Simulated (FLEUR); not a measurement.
Band structure of NbIr (P4/mmm, 2 atoms in the cell).

```yaml
crystal:
  lattice:
    - [2.87823, 0.00000, 0.00000]
    - [0.00000, 2.87823, 0.00000]
    - [0.00000, 0.00000, 3.87415]
  atoms:
    - { symbol: Nb, position: [0.50000, 0.50000, 0.50000] }
    - { symbol: Ir, position: [0.00000, 0.00000, 0.00000] }
```

Level of theory: LDA (Perdew-Zunger), all-electron FLAPW (FLEUR), scalar-relativistic valence.

Settings: Kmax = 4.1 1/bohr; GmaxXC = 14.3 1/bohr; xcFunctional = pz; jspins = 1; l_soc = F; mode = hist; fermiSmearingEnergy = 0.00367493 Htr; mesh (inpgen div1-3) = 9 9 7; inpgen gamma flag = false; Gmax = 14.3 1/bohr; numbands = 0; maxIterBroyd = 15; imix = Anderson; alpha = 0.05.

The starting cell comes from a database of computed structures (which also holds hypothetical and non-ambient phases and stackings), without a prior relaxation at this level. Spin-orbit coupling is off. Spin polarisation is off. Values depend on the basis (sphere radii, cutoffs, local orbitals), which need not be converged.

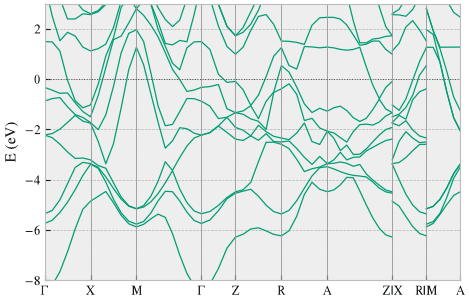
Figure. Bands along the path, energies from the Fermi level.

Levels in eV from the Fermi level, bands 11 to 18:
```tsv
point	11	12	13	14	15	16	17	18
Γ	-2.22	-2.22	-0.88	-0.33	1.49	3.83	4.30	4.37
X	-3.21	-1.75	-1.72	-1.50	-1.03	1.12	2.56	2.60
M	-5.15	1.26	1.96	2.80	2.80	4.14	4.22	4.22
Z	-2.38	-1.92	-1.33	-1.33	-0.09	0.99	1.72	1.72
R	-2.50	-2.34	-0.38	0.54	1.25	1.51	3.49	4.27
A	-3.36	-2.07	-2.07	-1.27	1.27	2.45	5.80	6.34
```
